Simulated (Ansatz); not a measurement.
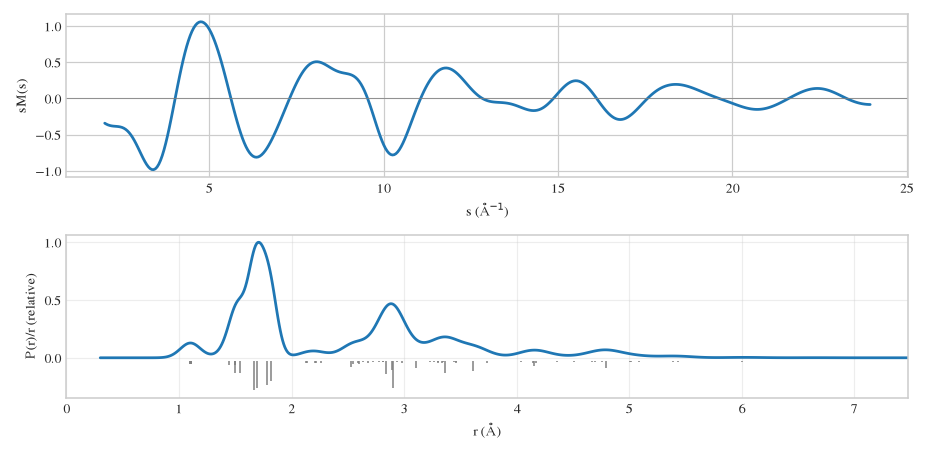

Simulated gas electron diffraction: reduced molecular intensity sM(s) from the Debye equation in the first Born approximation (top) and the radial distribution curve (bottom) of C2H8AlNOSi. Each pair of atoms contributes with weight ZᵢZⱼ/r (bars below the curve); damping constant 0.001 Å²; vibrational amplitudes assumed, not computed: 0.05 Å for bonds, 0.078 Å for bonds to H, 0.06 + 0.015 r up to 0.15 Å for other pairs. The geometry is the end point of an optimisation (RKS PBE0-D4/STO-3G in Ansatz 0.2.0); it may be a saddle point or a higher isomer.

Which pairs of atoms lie under the first 7 clear peaks? Mark bonded pairs by – and others by ···.

Answer. Peak 1, 1.10 Å: C–H 1.10–1.11 Å (×5)
Peak 2, 1.71 Å: Si–O 1.66 Å, Al–O 1.70 Å, Si–N 1.78 Å, Si–C 1.82 Å, not resolved; in its flanks N–C 1.50–1.55 Å
Peak 3, 2.19 Å: N···H 2.13–2.26 Å (×5), not resolved
Peak 4, 2.88 Å: Si···C 2.84 Å, O···N 2.89 Å, Si···Al 2.90 Å, O···C 3.11 Å, not resolved
Peak 5, 3.36 Å: C···H 3.23–3.46 Å (×4), Si···H 3.30–3.33 Å (×2), Al···N 3.36 Å, Al···C 3.61 Å, not resolved
Peak 6, 4.16 Å: O···H 4.04–4.36 Å (×2), Al···H 4.14 Å, O···C 4.16 Å, Si···H 4.17 Å, not resolved
Peak 7, 4.79 Å: O···H 4.51–5.01 Å (×2), Al···H 4.70–5.01 Å (×2), C···H 4.76–5.09 Å (×2), Al···C 4.80 Å, not resolved
